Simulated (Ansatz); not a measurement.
C$_{2}$H$_{8}$Ge (SMILES C[CH2][GeH3])

```yaml
atoms:
  - { symbol: C, position_ang: [-1.0351, 1.5488, -0.1632] }
  - { symbol: C, position_ang: [-0.2159, 0.5207, 0.6213] }
  - { symbol: Ge, position_ang: [0.1625, -1.1278, -0.3971] }
  - { symbol: H, position_ang: [-0.5148, 1.8667, -1.0817] }
  - { symbol: H, position_ang: [-2.0138, 1.1420, -0.4663] }
  - { symbol: H, position_ang: [-1.2276, 2.4549, 0.4351] }
  - { symbol: H, position_ang: [-0.7389, 0.2255, 1.5461] }
  - { symbol: H, position_ang: [0.7523, 0.9463, 0.9335] }
  - { symbol: H, position_ang: [0.9941, -2.1171, 0.4487] }
  - { symbol: H, position_ang: [-1.1614, -1.8128, -0.8064] }
  - { symbol: H, position_ang: [0.9504, -0.7866, -1.6825] }
```

Geometry: B3LYP-D3(BJ)/def2-SVP.

The calculation used isolated molecule in a Gaussian basis; Kohn-Sham density functional theory, functional PBE0 (Ansatz).

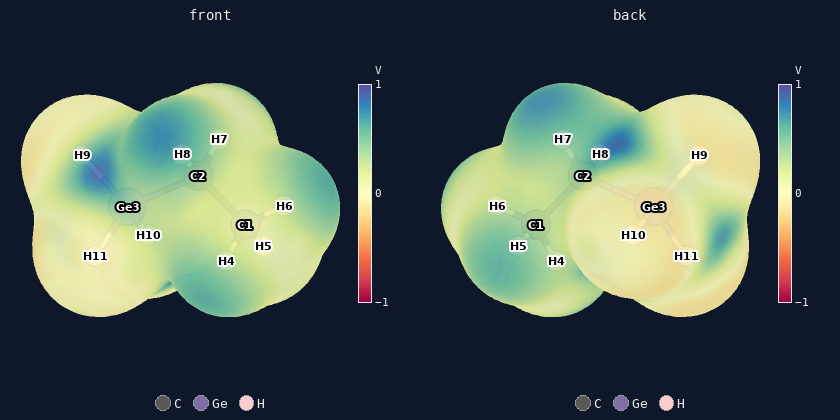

Figure 1. The electrostatic potential painted on the density surface at 0.002 e/bohr³, seen from the front and from behind; the colour scale runs from red (negative) to blue (positive).

Which sites attract a positive test charge, and which a negative one?

A positive charge is drawn to the negative regions and a negative charge to the positive ones. The most negative region (about −0.1 V) lies over H9, H10 and H11, the most positive (about +0.8 V, or +18 kcal/mol for a unit charge) over Ge3.

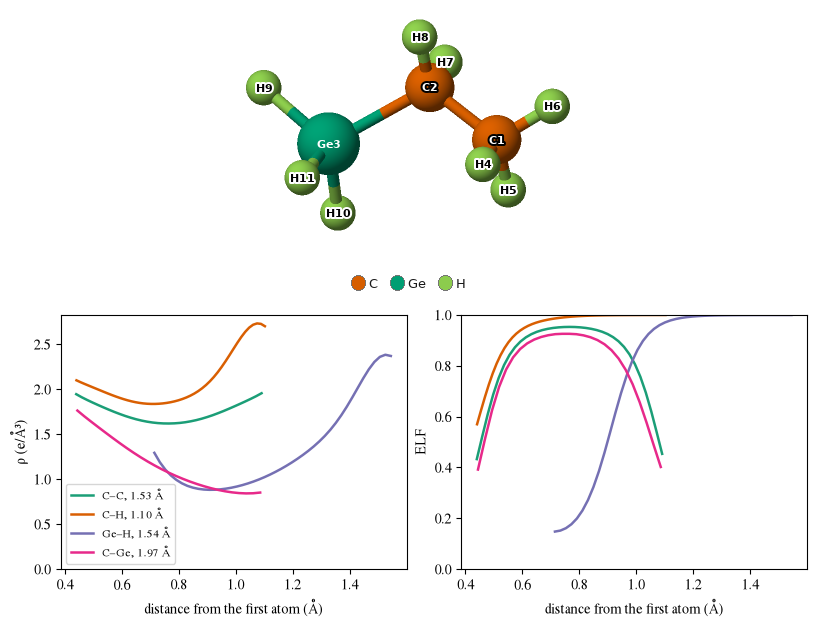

Figure 2. Electron density and electron localisation function along straight lines between neighbouring atoms. The curves leave out the atomic cores. The structure is drawn too.

What can be read from the curves?

C–C (1.53 Å): the density is about 1.6 e/Å³ at the midpoint; the ELF peaks at about 0.95 between the atoms, as expected for a covalent bond.
C–H (1.10 Å): ρ is about 2 e/Å³ halfway; the ELF climbs to about 1 towards the hydrogen, as it does in any bond to H; a covalent bond by its length.
Ge–H (1.54 Å): ρ is about 1 e/Å³ halfway; the ELF climbs to about 1 towards the hydrogen.
C–Ge (1.97 Å): ρ is about 0.85 e/Å³ halfway; the ELF peaks at about 0.95 in the valence shell of C, 0.7 Å from its nucleus, and is about 0.75 at the midpoint.

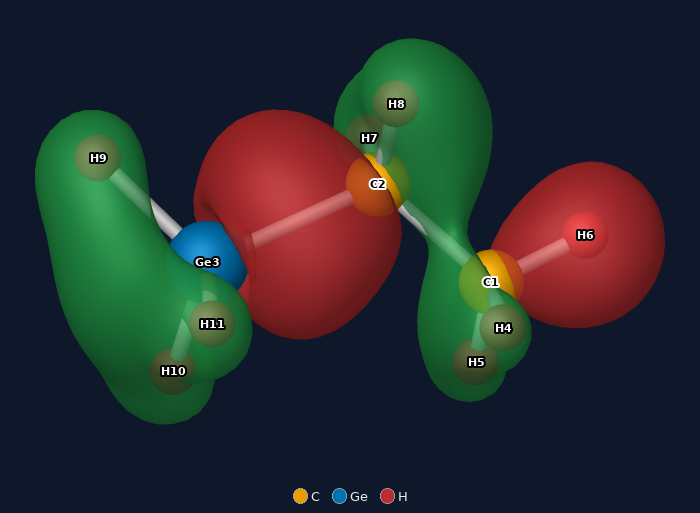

Figure 3. The HOMO at ±0.1 Å⁻³ᐟ² (green and red are the two phases), seen at a tilt.

What is the character of this orbital?

By Hirshfeld shares it lies mainly on C2 (about 35 %), Ge3 (about 30 %), C1 (about 10 %) and H6 (about 5 %). Its energy is −8.26 eV.
